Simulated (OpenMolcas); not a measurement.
Multiconfigurational calculation for Si²⁺

Si²⁺. Computed at this level: state-averaged MS-RASPT2, IPEA shift 0.1, closed shells 2s 2p correlated, active space 2 electrons in the shells 3s 3p 3d; RAS3 3d with at most 2 electrons, basis ANO-R3, X2C scalar Hamiltonian, spin-orbit coupling by RASSI with atomic mean-field integrals (OpenMolcas).

## Input
```
&GATEWAY
Coord
1

Si 0.0 0.0 0.0
Basis=ANO-R3
Group=XYZ
NoMove
AngMom=0.0 0.0 0.0
AMFI
&SEWARD
&RASSCF
FileOrb=start.orb
Symmetry=1
Spin=3
nActEl=2 0 0
Inactive=2 3
Ras2=1 3
CIRoot=3 3 1
SDav=3
CIMx=300
Iter=120 100
PrWF=0.3
OrbListing=Nothing
MaxOrb=0
Atom
>>> COPY $Project.JobIph JOBPRE
&RASSCF
FileOrb=start.orb
Symmetry=1
Spin=1
nActEl=2 0 2
Inactive=2 3
Ras2=1 3
Ras3=5 0
CIRoot=7 7 1
SDav=27
CIMx=300
Iter=120 100
PrWF=0.3
OrbListing=Nothing
MaxOrb=0
Thrs=2.0e-7 1.0e-1 5.0e-4
Atom
>>> COPY $Project.JobIph JOB001
&RASSCF
FileOrb=start.orb
Symmetry=1
Spin=3
nActEl=2 0 2
Inactive=2 3
Ras2=1 3
Ras3=5 0
CIRoot=15 15 1
SDav=18
CIMx=300
Iter=120 100
PrWF=0.3
OrbListing=Nothing
MaxOrb=0
Thrs=2.0e-7 1.0e-1 5.0e-4
Atom
CIOnly
>>> COPY $Project.JobIph JOB002
&RASSCF
FileOrb=start.orb
Symmetry=2
Spin=1
nActEl=2 0 2
Inactive=2 3
Ras2=1 3
Ras3=5 0
CIRoot=3 3 1
SDav=18
CIMx=300
Iter=120 100
PrWF=0.3
OrbListing=Nothing
MaxOrb=0
Thrs=2.0e-7 1.0e-1 5.0e-4
Atom
>>> COPY $Project.JobIph JOB003
&RASSCF
FileOrb=start.orb
Symmetry=2
Spin=3
nActEl=2 0 2
Inactive=2 3
Ras2=1 3
Ras3=5 0
CIRoot=15 15 1
SDav=18
CIMx=300
Iter=120 100
PrWF=0.3
OrbListing=Nothing
MaxOrb=0
Thrs=2.0e-7 1.0e-1 5.0e-4
Atom
CIOnly
>>> COPY $Project.JobIph JOB004
&RASSI
NrOfJobIphs=4 7 3 3 3
1 2 3 4 5 6 7
1 2 3
1 2 3
1 2 3
IphNames
JOB001
JOB002
JOB003
JOB004
EJob
SpinOrbit
DIPRint=1.0
SOCoupling=1000.0
Subsets=2
MEES
Property=10
'ANGMOM' 1 'ANGMOM' 2 'ANGMOM' 3 'MLTPL  1' 1 'MLTPL  1' 2 'MLTPL  1' 3
'AMFI' 1 'AMFI' 2 'AMFI' 3 'MLTPL  2' 6
SOProperty=3
'ANGMOM' 1 'ANGMOM' 2 'ANGMOM' 3
>>> COPY JOB001 $Project.JobIph
&CASPT2
Multistate=7 1 2 3 4 5 6 7
Frozen=1 0
IPEA=0.1
MaxIter=60
WThr=0.0 0.3 0.05
PrWF=0.5
NoMix
>>> COPY JOB002 $Project.JobIph
&CASPT2
Multistate=3 1 2 3
Frozen=1 0
IPEA=0.1
MaxIter=60
WThr=0.0 0.3 0.05
PrWF=0.5
NoMix
>>> COPY JOB003 $Project.JobIph
&CASPT2
Multistate=3 1 2 3
Frozen=1 0
IPEA=0.1
MaxIter=60
WThr=0.0 0.3 0.05
PrWF=0.5
NoMix
>>> COPY JOB004 $Project.JobIph
&CASPT2
Multistate=3 1 2 3
Frozen=1 0
IPEA=0.1
MaxIter=60
WThr=0.0 0.3 0.05
PrWF=0.5
NoMix
```

The file start.orb holds starting orbitals from an earlier step. A driver script formed the levels outside the program, from RASSI's spin-orbit matrix and the CASPT2 energies (for multi-state variants, the effective Hamiltonian), averaged over the components of each term or state. The log and the time are those of the CASPT2 step.

Launched with:
```bash
OMP_NUM_THREADS=1 MOLCAS_MEM=2252 MOLCAS_PROJECT=a pymolcas a.inp > a.log  # once for each step of the input, in one work folder
```

## Log (extracts)
```
--- CASPT2 ---
Orbital specifications:
      -----------------------

      Symmetry species                           1   2
                                                ag  au
      Frozen orbitals                            1   0
      Inactive orbitals                          1   3
      Active orbitals                            6   3
      Secondary orbitals                        27  23
      Deleted orbitals                           0   0
      Number of basis functions                 35  29
Type of calculation                        MS-CASPT2
      Fock operator                              state-specific
      IPEA shift                                 0.10
      Real shift                                 0.00
      Imaginary shift                            0.00
      The input orbitals will be transformed to quasi-canonical
Reference energy:        -288.6389956571
      E2 (Non-variational):      -0.2785543565
      E2 (Variational):          -0.2785543775
      Total energy:            -288.9175500346
      Residual norm:              0.0000007544
      Reference weight:           0.98506
      Contributions to the CASPT2 correlation energy
      Active & Virtual Only:         -0.0047590935
      One Inactive Excited:          -0.0254164332
      Two Inactive Excited:          -0.2483788299
Reference energy:        -288.0940042380
      E2 (Non-variational):      -0.2679847133
      E2 (Variational):          -0.2679847105
      Total energy:            -288.3619889486
      Residual norm:              0.0000000976
      Reference weight:           0.98685
      Contributions to the CASPT2 correlation energy
      Active & Virtual Only:         -0.0014100128
      One Inactive Excited:          -0.0173620025
      Two Inactive Excited:          -0.2492126980
::    CASPT2 Root  1     Total energy:   -288.91755003
::    CASPT2 Root  2     Total energy:   -288.36198895
::    CASPT2 Root  3     Total energy:   -288.36198787
::    CASPT2 Root  4     Total energy:   -288.36198813
::    CASPT2 Root  5     Total energy:   -288.36198761
::    CASPT2 Root  6     Total energy:   -288.36198804
::    CASPT2 Root  7     Total energy:   -288.22079017
::    MS-CASPT2 Root  1     Total energy:   -288.91793513
::    MS-CASPT2 Root  2     Total energy:   -288.36201584
::    MS-CASPT2 Root  3     Total energy:   -288.36201414
::    MS-CASPT2 Root  4     Total energy:   -288.36199218
::    MS-CASPT2 Root  5     Total energy:   -288.36196860
::    MS-CASPT2 Root  6     Total energy:   -288.36194982
::    MS-CASPT2 Root  7     Total energy:   -288.22040507
--- CASPT2 ---
Orbital specifications:
      -----------------------

      Symmetry species                           1   2
                                                ag  au
      Frozen orbitals                            1   0
      Inactive orbitals                          1   3
      Active orbitals                            6   3
      Secondary orbitals                        27  23
      Deleted orbitals                           0   0
      Number of basis functions                 35  29
Type of calculation                        MS-CASPT2
      Fock operator                              state-specific
      IPEA shift                                 0.10
      Real shift                                 0.00
      Imaginary shift                            0.00
      The input orbitals will be transformed to quasi-canonical
Reference energy:        -288.0547258893
      E2 (Non-variational):      -0.2718686452
      E2 (Variational):          -0.2718686433
      Total energy:            -288.3265945326
      Residual norm:              0.0000000469
      Reference weight:           0.98675
      Contributions to the CASPT2 correlation energy
      Active & Virtual Only:         -0.0019014037
      One Inactive Excited:          -0.0218086231
      Two Inactive Excited:          -0.2481586185
Reference energy:        -288.0547258893
      E2 (Non-variational):      -0.2718686451
      E2 (Variational):          -0.2718686431
      Total energy:            -288.3265945325
      Residual norm:              0.0000000469
      Reference weight:           0.98675
      Contributions to the CASPT2 correlation energy
      Active & Virtual Only:         -0.0019014037
      One Inactive Excited:          -0.0218086229
      Two Inactive Excited:          -0.2481586185
::    CASPT2 Root  1     Total energy:   -288.32659453
::    CASPT2 Root  2     Total energy:   -288.32659453
::    CASPT2 Root  3     Total energy:   -288.32659453
::    MS-CASPT2 Root  1     Total energy:   -288.32659453
::    MS-CASPT2 Root  2     Total energy:   -288.32659453
::    MS-CASPT2 Root  3     Total energy:   -288.32659453
--- CASPT2 ---
Orbital specifications:
      -----------------------

      Symmetry species                           1   2
                                                ag  au
      Frozen orbitals                            1   0
      Inactive orbitals                          1   3
      Active orbitals                            6   3
      Secondary orbitals                        27  23
      Deleted orbitals                           0   0
      Number of basis functions                 35  29
Type of calculation                        MS-CASPT2
      Fock operator                              state-specific
      IPEA shift                                 0.10
      Real shift                                 0.00
      Imaginary shift                            0.00
      The input orbitals will be transformed to quasi-canonical
Reference energy:        -288.2582670059
      E2 (Non-variational):      -0.2818825615
      E2 (Variational):          -0.2818825485
      Total energy:            -288.5401495545
      Residual norm:              0.0000007188
      Reference weight:           0.98346
      Contributions to the CASPT2 correlation energy
      Active & Virtual Only:         -0.0067315910
      One Inactive Excited:          -0.0263198522
      Two Inactive Excited:          -0.2488311183
Reference energy:        -288.2582670059
      E2 (Non-variational):      -0.2818825647
      E2 (Variational):          -0.2818825517
      Total energy:            -288.5401495576
      Residual norm:              0.0000007188
      Reference weight:           0.98346
      Contributions to the CASPT2 correlation energy
      Active & Virtual Only:         -0.0067315917
      One Inactive Excited:          -0.0263198548
      Two Inactive Excited:          -0.2488311183
::    CASPT2 Root  1     Total energy:   -288.54014955
::    CASPT2 Root  2     Total energy:   -288.54014956
::    CASPT2 Root  3     Total energy:   -288.54014955
::    MS-CASPT2 Root  1     Total energy:   -288.54014956
::    MS-CASPT2 Root  2     Total energy:   -288.54014955
::    MS-CASPT2 Root  3     Total energy:   -288.54014955
--- CASPT2 ---
Orbital specifications:
      -----------------------

      Symmetry species                           1   2
                                                ag  au
      Frozen orbitals                            1   0
      Inactive orbitals                          1   3
      Active orbitals                            6   3
      Secondary orbitals                        27  23
      Deleted orbitals                           0   0
      Number of basis functions                 35  29
Type of calculation                        MS-CASPT2
      Fock operator                              state-specific
      IPEA shift                                 0.10
      Real shift                                 0.00
      Imaginary shift                            0.00
      The input orbitals will be transformed to quasi-canonical
Reference energy:        -288.4036685536
      E2 (Non-variational):      -0.2737043112
      E2 (Variational):          -0.2737043032
      Total energy:            -288.6773728568
      Residual norm:              0.0000004095
      Reference weight:           0.98227
      Contributions to the CASPT2 correlation energy
      Active & Virtual Only:         -0.0045747759
      One Inactive Excited:          -0.0205519148
      Two Inactive Excited:          -0.2485776205
Reference energy:        -288.4036685536
      E2 (Non-variational):      -0.2737042967
      E2 (Variational):          -0.2737042887
      Total energy:            -288.6773728423
      Residual norm:              0.0000004095
      Reference weight:           0.98227
      Contributions to the CASPT2 correlation energy
      Active & Virtual Only:         -0.0045747805
      One Inactive Excited:          -0.0205518958
      Two Inactive Excited:          -0.2485776205
::    CASPT2 Root  1     Total energy:   -288.67737286
::    CASPT2 Root  2     Total energy:   -288.67737284
::    CASPT2 Root  3     Total energy:   -288.67737287
::    MS-CASPT2 Root  1     Total energy:   -288.67737287
::    MS-CASPT2 Root  2     Total energy:   -288.67737286
::    MS-CASPT2 Root  3     Total energy:   -288.67737284
```

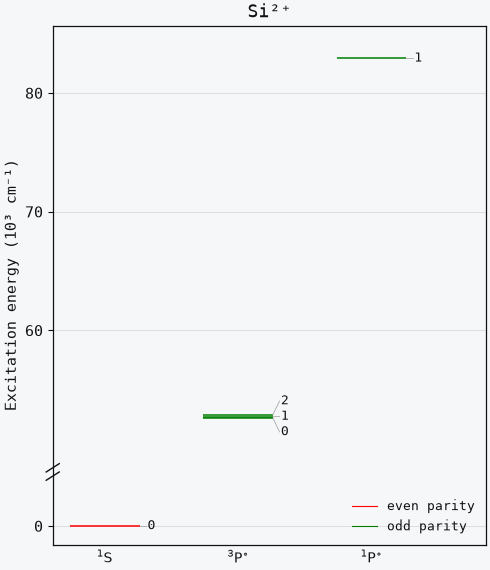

Fig. 1: Level diagram of Si III (Si²⁺). The lowest level is 3s² ¹S₀. The first excited level, 3s 3p ³P°₀, lies at 52,600 cm⁻¹. It is also the lowest level of opposite parity. The leading LS term holds 100 % of a level on average.

```
Configuration  Level  E (cm⁻¹)  Landé g
          3s²    ¹S₀         0        –
        3s 3p   ³P°₀    52,600        –
        3s 3p   ³P°₁    52,700    1.501
        3s 3p   ³P°₂    52,890    1.501
        3s 3p   ¹P°₁    82,910    1.000
```

## Key numbers

- outcome: converged
- lowest level: 3s² ¹S₀
- first excited level: 3s 3p ³P°₀, 52,603 cm⁻¹ (measured: 52,725)
- energy of the lowest spin-free term: −288.91794 hartree
- energy of the lowest spin-orbit level: −288.91794 hartree
- CASPT2 correlation energy: −0.2789 hartree
- largest spread among components of a term: 14.5 cm⁻¹
- lowest reference weight: 0.968
- hardware: 1 thread of Arm Neoverse V1, 24 GiB of memory available, shared host
- wall time: 9.4 s

## Remarks

Limits: extra active shells serve correlation only, their own levels not computed; only configurations of the active space are included.
